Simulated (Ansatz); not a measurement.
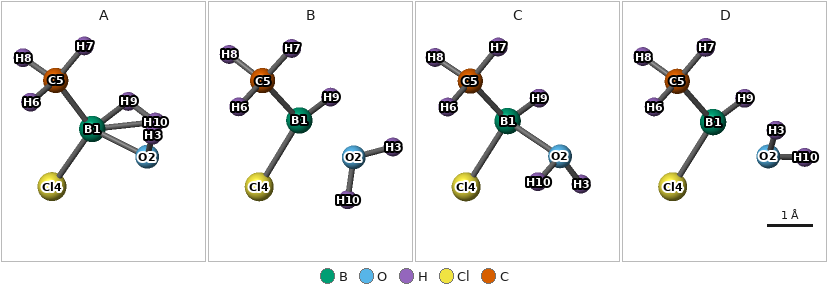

4 geometries from a converged minimum-energy path of CH6BClO, made up at the start of CH4BClO and H2, shuffled. A ball-and-stick model, seen at a tilt.

Level of theory: Ansatz, RKS B3LYP-D4/6-31G*. Run with 9 movable images; climbing image; force threshold 0.05 eV/Å; iteration limit 38; starting path through a guess of the saddle point.

**Which frame is the top of the path?**

A. In order along the path, whose images run from 0 to 10: A (image 3, +2.17 eV), D (image 5, +1.05 eV), B (image 8, +0.95 eV), C (image 10, +0.91 eV). Breaking: H9–H10 (0.74 → 1.03 at the top → 3.06 Å). Forming: B1–H9 (3.91 → 1.36 at the top → 1.20 Å), O2–H10 (2.67 → 1.27 at the top → 0.98 Å).

Limits of the set-up: the start holds two separate molecules, 2.6 Å apart at their closest, whose relative position is a soft coordinate.

The run took 16 min on 1 thread of AMD EPYC 7R43 64-Core Processor (Zen 3), on a shared host, peak memory 0.16 GiB.
